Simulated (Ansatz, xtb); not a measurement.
Ligand exchange: C2H3Cl2F + GeH4 → C2H4ClF + GeH3Cl

Species: C2H3Cl2F `CC(F)(Cl)Cl`, singlet; GeH4 (germane) `[GeH4]`, singlet; C2H4ClF (1-chloro-1-fluoroethane) `CC(F)Cl`, singlet; GeH3Cl `[Cl][GeH3]`, singlet. The partners trade Cl for H: C–Cl and Ge–H bonds give way to C–H and Ge–Cl.

Shapes, held fixed at every level: PBE0-D4/def2-TZVP. Programs: Ansatz 0.2.0, xtb 6.7.1. The zero-point and thermal change to 298 K, harmonic and unscaled (PBE0-D4/def2-TZVP), is +11.6 kJ/mol.

```
               level                   kind  ΔH(298 K) (kJ/mol)  less CCSD(T)/def2-TZVPP
            GFN1-xTB         semi-empirical              -170.5                    -46.7
       HF/def2-TZVPP           Hartree–Fock              -153.0                    -29.2
r2SCAN-D4/def2-TZVPP               meta-GGA              -119.4                     +4.4
 BHLYP-D4/def2-TZVPP          global hybrid              -135.0                    -11.2
   B2PLYP/def2-TZVPP          double hybrid              -128.2                     -4.4
        MP2/def2-SVP    perturbation theory              -112.9                    +10.9
       CCSD/def2-SVP  coupled cluster or CI              -117.3                     +6.5
     CCSD/def2-TZVPP  coupled cluster or CI              -129.3                     -5.5
  CCSD(T)/def2-TZVPP  coupled cluster or CI              -123.8                      0.0
```

The highest level, CCSD(T)/def2-TZVPP, gives ΔH(298 K) = -123.8 kJ/mol; the levels span -170.5 to -112.9. The column of differences is taken from that level and isn't an error. No measured value is set beside it here. Relativity is left out for Ge. Outer-core shells of Ge are correlated, in sets that cover them unevenly.

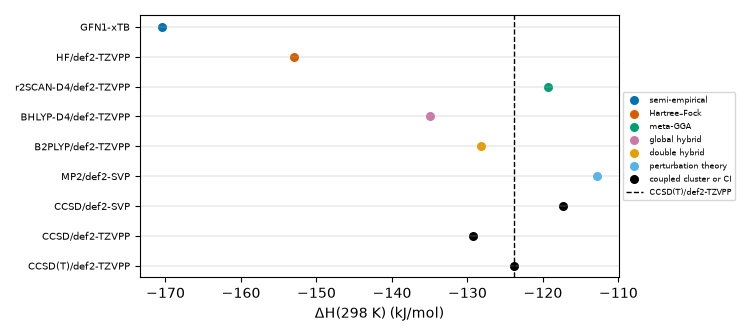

The values of the table, level by level.
